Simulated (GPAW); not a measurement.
# InBH3F (SMILES [BH2][InH][F]): RPBE/real-space grid (scalar-relativistic datasets)

We compute a structure relaxation of InBH3F. Input form: an ASE script.

The results are computed with GPAW 26.7.0.

2 further runs of the same task are left out: 2 set aside as unsound or not needed.

## (1) Starting point

InBH3F has 6 atoms, charge 0, and is taken as a singlet. As SMILES, `[BH2][InH][F]`. All atoms were displaced at random from a relaxed shape. The run starts from this shape.

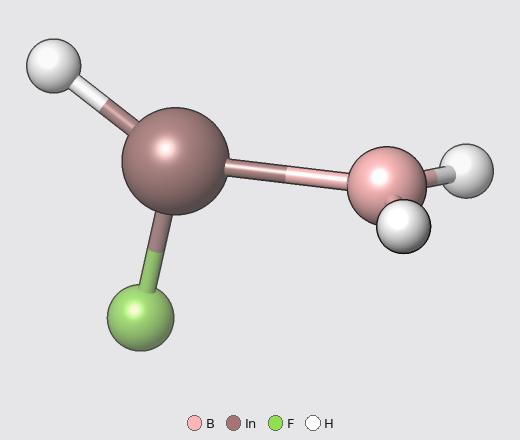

The structure, seen from a chosen angle (boron pink, indium brown, fluorine green, hydrogen white).

## (2) A structure relaxation at RPBE/real-space grid (scalar-relativistic datasets)

The input, run.py:

```python
import numpy as np
from ase import Atoms
from ase.io import write
from ase.optimize import BFGS
from ase.units import Bohr
from gpaw import GPAW

positions_bohr = np.array(
              [[ -1.759872,   0.631392,  -1.713458],
               [  1.418867,   0.105793,   1.439618],
               [  2.286172,  -3.422031,   1.010085],
               [ -4.014215,  -0.213741,  -1.109982],
               [ -1.123586,   1.120999,  -3.509104],
               [  2.956862,   1.336384,   3.943212]])
molecule = Atoms(['B', 'In', 'F', 'H', 'H', 'H'], positions=positions_bohr * Bohr)
molecule.set_cell([14.0, 14.0, 14.0])
molecule.center()

calc = GPAW(mode='fd', h=0.2, xc='RPBE', maxiter=150, symmetry='off', txt='run.txt')
molecule.calc = calc

opt = BFGS(molecule, trajectory='run.traj')
converged = opt.run(fmax=0.05, steps=60)
print('Converged:', converged)
print(f'Final energy: {molecule.get_potential_energy():.5f} eV')
print(f'r(H4-B0): {molecule.get_distance(4, 0):.4f} Ang')
print(f'r(In1-B0): {molecule.get_distance(1, 0):.4f} Ang')
write('relaxed.xyz', molecule)
```

Command:

```
$ python3 run.py
```

The log of the run:

```text
Step     Time          Energy          fmax
BFGS:    0 hh:mm:ss      -20.826137        7.074040
BFGS:    1 hh:mm:ss      -21.424911        1.068727
BFGS:    2 hh:mm:ss      -21.463278        0.662966
BFGS:    3 hh:mm:ss      -21.496498        0.396773
BFGS:    4 hh:mm:ss      -21.503240        0.418397
BFGS:    5 hh:mm:ss      -21.513850        0.361262
BFGS:    6 hh:mm:ss      -21.518527        0.214831
BFGS:    7 hh:mm:ss      -21.520996        0.219027
BFGS:    8 hh:mm:ss      -21.522713        0.280597
BFGS:    9 hh:mm:ss      -21.526971        0.337209
BFGS:   10 hh:mm:ss      -21.530032        0.371821
BFGS:   11 hh:mm:ss      -21.534143        0.299898
BFGS:   12 hh:mm:ss      -21.539596        0.211782
BFGS:   13 hh:mm:ss      -21.540741        0.150016
BFGS:   14 hh:mm:ss      -21.541724        0.098916
BFGS:   15 hh:mm:ss      -21.542755        0.046047
Converged: True
Final energy: -21.54276 eV
r(H4-B0): 1.2012 Ang
r(In1-B0): 2.2645 Ang
```

run.txt (excerpt; [...] marks lines left out):

```text
[...]
Converged in 8 steps
[...]
dipole moment: (-0.353935, 0.671082, -0.091481)  # |e|*Ang
[...]
|iter     |     time |      energy | eigst |  dens |
[...]
|iter:   1| 00:04:23 |  -21.290347 | -2.27 |       |
[...]
|iter:   9| 00:04:37 |  -21.542755c| -7.62c| -5.40c|
Converged in 9 steps
[...]
Energy contributions relative to reference atoms: (reference = -163409.587597)
Energy contributions:
  Kinetic:          32.455733
  Coulomb:         -33.754773
  Zero:              0.558511
  External:          0.000000
  Xc:              -20.802227
  Entropy:           0.000000
  Spinorbit:         0.000000
  ----------------------------
  Free energy:     -21.542755
  Extrapolated:    -21.542755
dipole moment: (-0.346501, 0.672650, -0.092228)  # |e|*Ang
Fermi level: -5.214
Eigenvalues  # (at kpt = [0.000, 0.000, 0.000])
| band index |      eig [eV] | occ [0-2] |
|------------|---------------|-----------|
|          0 |       -26.612 |     2.000 |
|        ... |               |           |
|          5 |       -18.787 |     2.000 |
|          6 |       -12.835 |     2.000 |
|          7 |       -10.204 |     2.000 |
[... 11 lines of this table left out ...]
|         19 |         0.522 |     0.000 |
Gap: 2.903 eV
Transition (v -> c):
[...]
Forces  # eV/Ang
|        x |        y |        z |
|----------|----------|----------|
|  0.01326 |  0.01360 | -0.01126 |  # B    0
|  0.00732 |  0.04476 |  0.00798 |  # In   1
|  0.02293 | -0.03542 |  0.00238 |  # F    2
| -0.01842 |  0.00742 |  0.00602 |  # H    3
|  0.00330 | -0.00711 |  0.01781 |  # H    4
| -0.01288 |  0.01504 | -0.02524 |  # H    5
Force computation time: 0.072  # s
timing:  # [seconds]
  Total:  277.247  # ━━━━━━━━━━━━━━━━━━━━━━━━━━━━━━━━━━━━━━━━━━━━━━━━━━━━━━━━
  Init:     2.056  # ╸
  SCF:    264.003  # ━━━━━━━━━━━━━━━━━━━━━━━━━━━━━━━━━━━━━━━━━━━━━━━━━━━━━╸
  Forces:   1.158  #
  Move:     9.945  # ━━
```

Wall time 4.6 min (1 thread of Arm Neoverse V2, shared host); peak memory 0.97 GiB.

Step by step:

| step | energy from the first frame kept (eV) | largest force (eV/Å) |
| --- | --- | --- |
| 0 | 0.0000 | 7.0740 |
| 1 | -0.5988 | 1.0687 |
| 2 | -0.6371 | 0.6630 |
| 3 | -0.6704 | 0.3968 |
| 4 | -0.6771 | 0.4184 |
| 5 | -0.6877 | 0.3613 |
| 6 | -0.6924 | 0.2148 |
| 7 | -0.6949 | 0.2190 |
| 8 | -0.6966 | 0.2806 |
| 9 | -0.7008 | 0.3372 |
| 10 | -0.7039 | 0.3718 |
| 11 | -0.7080 | 0.2999 |
| 12 | -0.7135 | 0.2118 |
| 13 | -0.7146 | 0.1500 |
| 14 | -0.7156 | 0.0989 |
| 15 | -0.7166 | 0.0460 |

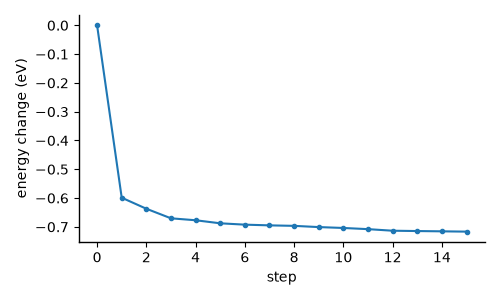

Energy along the run.

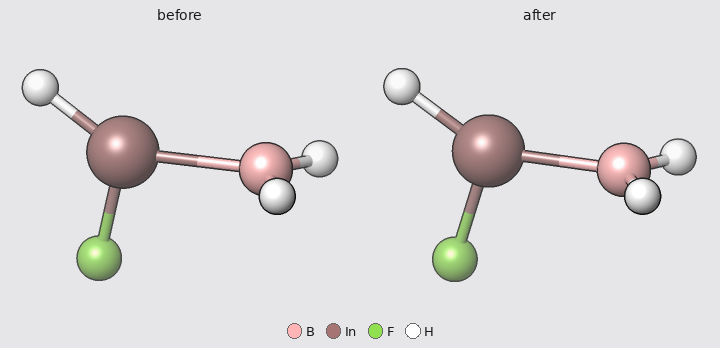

Before and after, at one scale.

After the run. Bond lengths: B1–In2 2.264 Å, In2–F3 2.015 Å, B1–H4 1.201 Å, B1–H5 1.201 Å, In2–H6 1.732 Å. Angles: B1–In2–F3 104.5°, B1–In2–H6 148.4°, F3–In2–H6 107.1°, In2–B1–H4 120.3°, In2–B1–H5 121.0°, H4–B1–H5 118.7°.

## (3) What came out

Level: RPBE/real-space grid (scalar-relativistic datasets).

```
                                              quantity        value
energy as printed (from the program's reference atoms)  -21.5428 eV
                                         dipole moment       3.66 D
                                           HOMO energy     -6.67 eV
                                           LUMO energy     -3.76 eV
                                         HOMO–LUMO gap      2.90 eV
```

What this shows: At the final geometry: Bond lengths: B1–In2 2.264 Å, In2–F3 2.015 Å, B1–H4 1.201 Å, B1–H5 1.201 Å, In2–H6 1.732 Å. Angles: B1–In2–F3 104.5°, B1–In2–H6 148.4°, F3–In2–H6 107.1°, In2–B1–H4 120.3°, In2–B1–H5 121.0°, H4–B1–H5 118.7°. The optimisation took 15 steps and changed the energy by -0.717 eV.
